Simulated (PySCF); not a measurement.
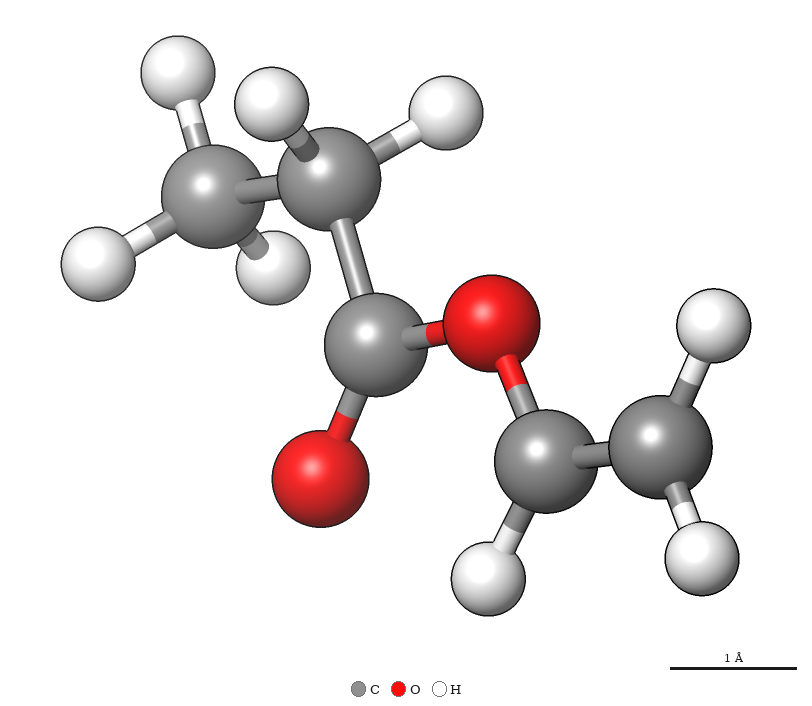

A ball-and-stick model of a molecule.

Which formula does it have?

Answer. C5H8O2, 15 atoms: 5 carbon, 8 hydrogen and 2 oxygen.

How many bonds of each kind are drawn?

Answer. 8 C–H, 3 C–C, 3 C–O.

What is its SMILES?

Answer. C=COC(=O)CC

More results for the same structure follow; atom numbers are the same in all pictures, views and colours differ. Computed geometry: PBE0-D3(BJ)/def2-SVP optimisation. No frequency run is at hand to confirm it as a minimum.

### Geometry

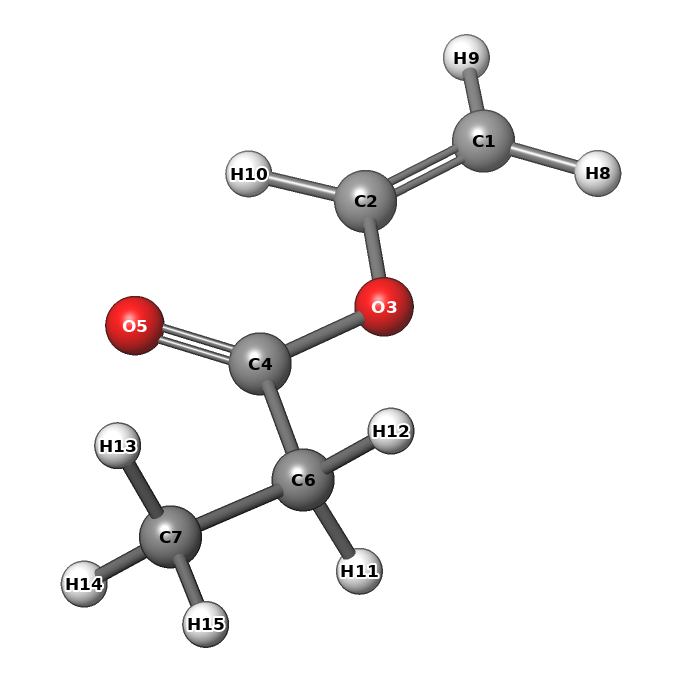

Numbered structure. No frequency run is at hand to confirm it as a minimum.

Estimate the angles C1–C2–O3, C1–C2–H10, C2–C1–H9, C2–O3–C4, O3–C2–H10, O3–C4–O5, C4–C6–C7, C4–C6–H11, O5–C4–C6, C6–C7–H14, C7–C6–H11, C7–C6–H12.

| angle | degrees |
| --- | --- |
| C1–C2–O3 | 120.7 |
| C1–C2–H10 | 125.0 |
| C2–C1–H9 | 119.6 |
| C2–O3–C4 | 118.5 |
| O3–C2–H10 | 114.3 |
| O3–C4–O5 | 123.5 |
| C4–C6–C7 | 112.9 |
| C4–C6–H11 | 106.7 |
| O5–C4–C6 | 126.0 |
| C6–C7–H14 | 110.9 |
| C7–C6–H11 | 111.8 |
| C7–C6–H12 | 112.5 |

### Electronic properties

No frequency run is at hand to confirm it as a minimum. Level of theory: B3LYP/def2-SVPD in chloroform (IEF-PCM) (PySCF 2.14.0). Excitations: vertical, linear response.

Estimate the HOMO–LUMO gap.

Answer. 6.40 eV.

Give the mean static polarisability at this level.

Answer. 87.2 bohr³.

What is the dipole moment?

Answer. 2.21 D.

Estimate the lowest vertical singlet excitation.

Answer. 5.81 eV.

### Quadrupole coupling

No frequency run is at hand to confirm it as a minimum. Electric field gradients from the ground-state density, PBE0/pcSseg-1 in chloroform (IEF-PCM) (PySCF 2.14.0), non-relativistic apart from any core potentials.

Give the largest field-gradient component, the quadrupole coupling constant and the asymmetry for 17O at O3 (Q = −25.6 mb), 17O at O5 (Q = −25.6 mb), 2H at H8 (Q = 2.86 mb), 2H at H9 (Q = 2.86 mb).

```json
{"atom": "O3", "V_zz (a.u.)": "1.633", "e²qQ/h (MHz)": "−9.82", "η": "0.21"}
{"atom": "O5", "V_zz (a.u.)": "−1.573", "e²qQ/h (MHz)": "9.46", "η": "0.18"}
{"atom": "H8", "V_zz (a.u.)": "0.308", "e²qQ/h (MHz)": "0.207", "η": "0.06"}
{"atom": "H9", "V_zz (a.u.)": "0.310", "e²qQ/h (MHz)": "0.209", "η": "0.07"}
```

### Bond orders

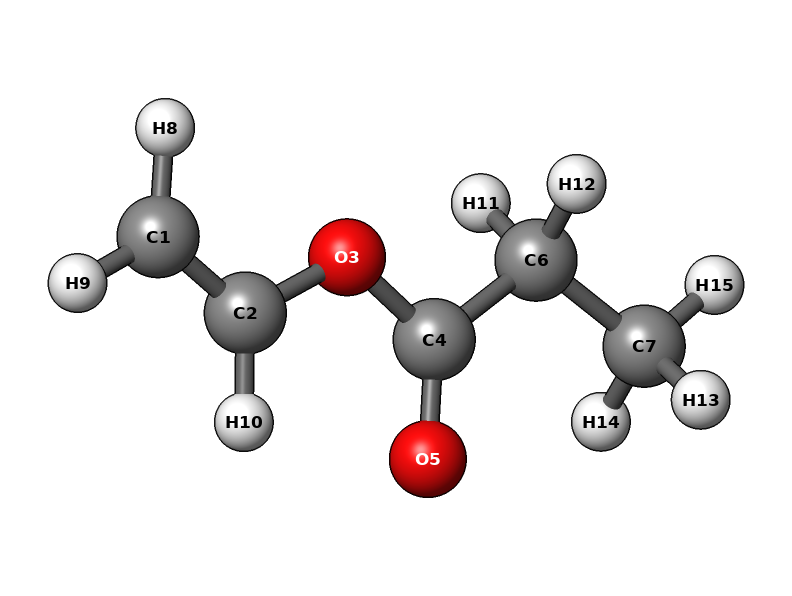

Every bond is drawn as one stick. No frequency run is at hand to confirm it as a minimum. Method: PBE0/pcSseg-1 in chloroform (IEF-PCM) (PySCF 2.14.0).

List the Mayer bond orders of C1–C2, C1–H8, C1–H9, C2–O3, C2–H10, O3–C4, C4–O5, C4–C6, C6–C7, C6–H11, C6–H12, C7–H13, C7–H14, C7–H15.

```csv
bond,Mayer order,length (Å)
C1–C2,1.95,1.329
C1–H8,0.94,1.092
C1–H9,0.94,1.090
C2–O3,0.93,1.368
C2–H10,0.94,1.093
O3–C4,1.03,1.357
C4–O5,1.94,1.199
C4–C6,0.98,1.503
C6–C7,1.06,1.515
C6–H11,0.92,1.104
C6–H12,0.93,1.102
C7–H13,0.96,1.100
C7–H14,0.96,1.099
C7–H15,0.96,1.099
```
